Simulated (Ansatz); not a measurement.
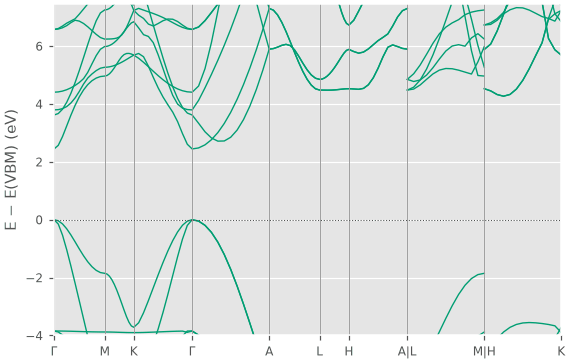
Band structure from r²SCAN (plane waves, PAW; program Ansatz)

Problem. Read off the gap and where the band edges lie.

Solution. About 2.4 eV (2.44 eV by a search for the band edges); maximum at Γ, minimum at Γ.

Problem. Pick the material that matches.
A. C, P6_3/mmc (C on 6h)
B. WSe2, P6_3/mmc (W on 2c, Se on 4f)
C. YN, P6_3/mmc (Y on 2c, N on 2d)
D. SiC, P6_222 (Si on 3d, C on 3c)

Solution. A, C, P6_3/mmc (C on 6h)

The start of the workflow was typed in or built on a structure type. Its sites differ from those of the usual phase in this space group: another stacking or structure type. The cell was relaxed with r²SCAN under the symmetry of its start; its stability against distortions is not shown here.

Potentials: the later of the program's two PAW sets.
